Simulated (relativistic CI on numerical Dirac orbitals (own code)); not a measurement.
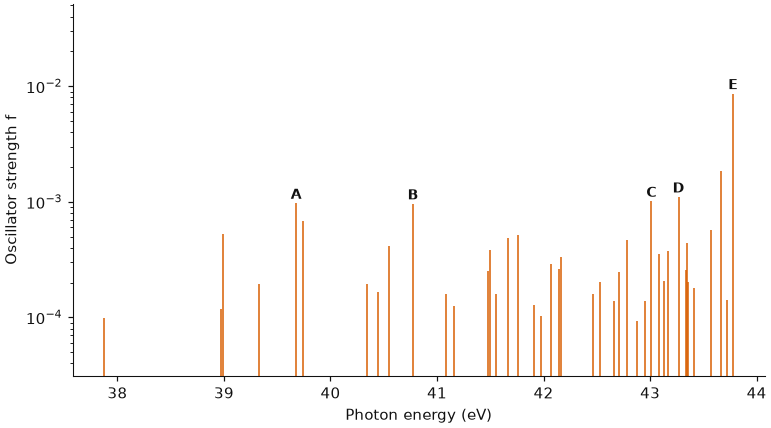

Computed spectrum: absorption lines from the lowest level (oscillator strengths f) of an atom or ion with 65 electrons. Computed by relativistic CI on Dirac orbitals, KLI exchange-only orbitals, Breit term, model QED, unscaled Slater integrals (in-house radial CI code).

> Which ion is it, and what are the lettered lines?

Hf⁷⁺. A: 4f¹² 5s² 5p⁴ 5d J = 13/2 (even, mixed, level 155) ← 4f¹¹ 5s² 5p⁶ ⁴I°₁₅/₂, 39.68 eV, f = 0.00097; B: 4f¹¹ 5s² 5p⁵ 5d J = 13/2 (even, mixed, level 178) ← 4f¹¹ 5s² 5p⁶ ⁴I°₁₅/₂, 40.78 eV, f = 0.00096; C: 4f¹² 5s² 5p⁴ 5d J = 17/2 (even, mixed, level 317) ← 4f¹¹ 5s² 5p⁶ ⁴I°₁₅/₂, 43.01 eV, f = 0.0010; D: 4f¹¹ 5s² 5p⁵ 5d J = 15/2 (even, mixed, level 340) ← 4f¹¹ 5s² 5p⁶ ⁴I°₁₅/₂, 43.27 eV, f = 0.0011; E: 4f¹¹ 5s² 5p⁵ 5d J = 17/2 (even, mixed, level 395) ← 4f¹¹ 5s² 5p⁶ ⁴I°₁₅/₂, 43.78 eV, f = 0.0086.

Note: configurations can be misplaced by up to about 7 % of their energy; low levels that differ in the count of f electrons can be misplaced by several ten thousand cm⁻¹; only a limited list of configurations is included, so lower levels can be missing; the computed lowest level is not the tabulated ground level; only lines among the lowest 400 of 8821 levels are drawn, so those from 4f¹¹ 5s² 5p⁵ 5d, 4f¹² 5s² 5p⁴ 5d, 4f¹² 5s 5p⁶ and 4f¹³ 5s 5p⁵ are incomplete.
